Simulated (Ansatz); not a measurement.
Cost and result by functional for the surface energy of the (332) surface of bcc Mo in its 1x1 cell, outermost plane spacing 0.67 Å in the ideal cut, in Ansatz (plane waves, PAW). Single points on the PBE structure, on one kind of machine; costs are rough ratios of the slab run's core time (references not counted) to the cheapest single point. r2SCAN's cost holds its higher cutoff (500 against 420 eV). Differences are taken against r2SCAN for comparison alone: no measured value is at hand, so the table doesn't rank accuracy.

Model: 16-atom slab, 10.1 Å thick at the start (thin: gaps and levels are the slab's own), 9x7x1 mesh, Fermi-Dirac 0.1 eV, dipole correction, all atoms relaxed; start symmetry kept, larger cells not searched; no spin, no spin-orbit, no U. These notes are the PBE run's.

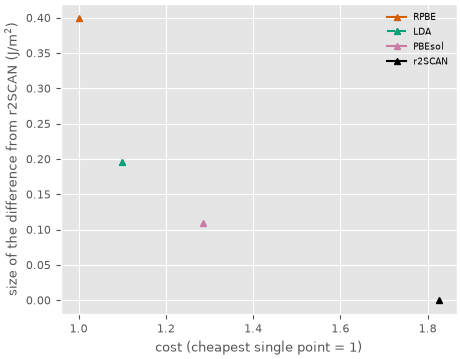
Figure: Difference from r2SCAN against cost

```json
[
 {"functional": "RPBE", "relative cost": "1", "surface energy (J/m²)": "2.81", "less r2SCAN (J/m²)": "-0.40"},
 {"functional": "LDA", "relative cost": "1", "surface energy (J/m²)": "3.41", "less r2SCAN (J/m²)": "0.20"},
 {"functional": "PBEsol", "relative cost": "1", "surface energy (J/m²)": "3.32", "less r2SCAN (J/m²)": "0.11"},
 {"functional": "r2SCAN", "relative cost": "2", "surface energy (J/m²)": "3.21", "less r2SCAN (J/m²)": "0.00"},
 {"functional": "PBE (the relaxed run's value)", "relative cost": "–", "surface energy (J/m²)": "3.00", "less r2SCAN (J/m²)": "-0.21"}
]
```

The values span 0.60 J/m², while the single points' costs differ by a factor of roughly 2. Differences are of unrounded values.

Ansatz is an electronic-structure program.
